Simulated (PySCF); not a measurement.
The calculation's input:

```
{"job": {"kind": "nmr", "xc": "PBE0", "basis": "pcSseg-1"}, "charge": 0, "multiplicity": 1}
N      3.466911    -0.357189     0.426812
C      2.443922    -0.446527    -0.078103
C      1.146845    -0.541158    -0.684597
C      0.144373    -1.238108     0.264780
Si    -0.725788     0.434923     0.606505
P     -2.885171     0.486758     0.011073
C      0.495477     0.856035    -0.809362
H      1.256003    -1.051602    -1.645408
H     -0.459120    -1.974645    -0.261664
H      0.626226    -1.740058     1.100067
H     -0.357251     1.035015     1.897156
H     -3.052870     1.819691     0.342590
H     -3.342573     0.056434     1.244126
H      1.197971     1.670013    -0.648484
H      0.040631     0.998409    -1.787403
```

Run with:

```sh
OMP_NUM_THREADS=1 python probes_run.py task.json out
```

Geometry: GFN2-xTB.

Theory: PySCF 2.14.0, PBE0/pcSseg-1, SCF density, gas phase, non-relativistic.

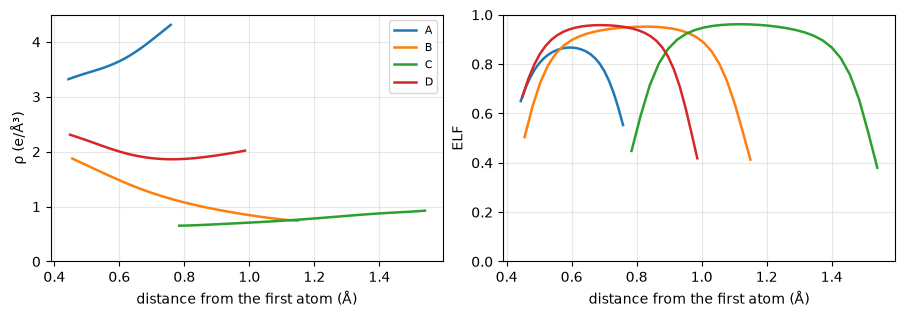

C4H8NPSi. Total electron density and ELF along straight lines between neighbouring atoms. The curves leave out the atomic cores.

> Which curve belongs to which contact (C–C, C–N, C–Si and Si–P)? The first atom named is at distance zero.

Curve A: C–N (1.14 Å): the density is about 3.6 e/Å³ at the midpoint; the ELF peaks at about 0.85 between the atoms: a multiple bond. Curve B: C–Si (1.92 Å): the density is about 0.88 e/Å³ at the midpoint; the ELF peaks at about 0.95 between the atoms (localised, covalent bonding). Curve C: Si–P (2.24 Å): ρ at the midpoint is about 0.75 e/Å³; the ELF peaks at about 0.95 between the atoms (a shared electron pair). Curve D: C–C (1.43 Å): the density is about 1.9 e/Å³ at the midpoint; the ELF peaks at about 0.95 between the atoms, as expected for a covalent bond.
